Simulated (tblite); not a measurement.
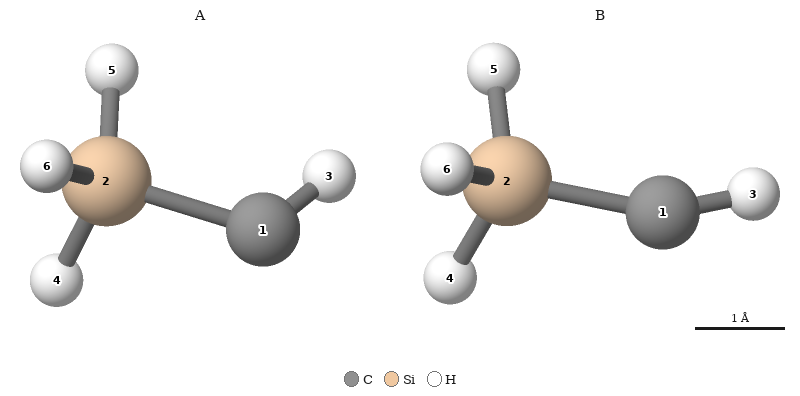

Two geometries of CH4Si (multiplicity 3), drawn at one scale. One is the start of a relaxation, the other its converged end. The picture is a ball-and-stick view, seen from a free direction.

These are results of GFN2-xTB geometry optimisation, gas phase (tblite 0.8.0), not measurements. 

**Which geometry has the lower energy?**

Structure B is the relaxed one. After 27 geometry steps the energy has fallen by 7.24 kcal/mol. The largest move after the best rigid fit is that of H3, 0.38 Å. By element the largest moves are H 0.38 Å, C 0.25 Å, Si 0.01 Å. Among the contacts that change: C1–Si2 1.891 → 1.808 Å, C1–H3 1.117 → 1.070 Å, Si2–H5 1.449 → 1.473 Å, Si2–H6 1.484 → 1.467 Å. Among the angles between lasting bonds that change: Si2–C1–H3 110.7° → 148.4°, C1–Si2–H4 104.6° → 110.5°, H4–Si2–H5 113.9° → 108.9°.
